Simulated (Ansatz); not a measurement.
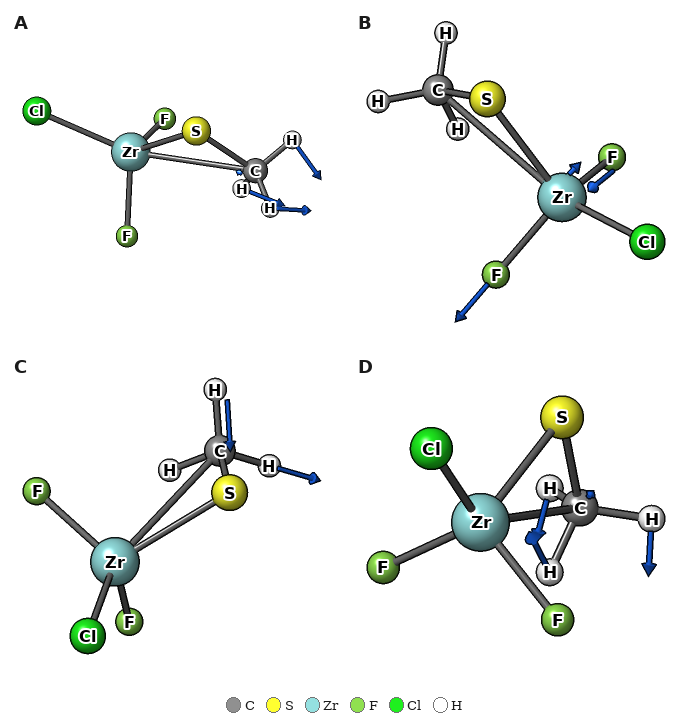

4 normal modes of one molecule or complex, as arrows. Charge 0, singlet. Harmonic vibrations computed with RKS PBE0-D4/def2-TZVP, core potentials on Zr (Ansatz 0.2.0) at a stationary point of the same level.

Match the panels to the wavenumbers 671 cm⁻¹, 983 cm⁻¹, 1374 cm⁻¹, 3177 cm⁻¹.

Answer. A: 1374 cm⁻¹, angle bending
B: 671 cm⁻¹, out-of-phase stretching of 2 Zr–F bonds
C: 3177 cm⁻¹, out-of-phase stretching of 2 C–H bonds
D: 983 cm⁻¹, angle bending
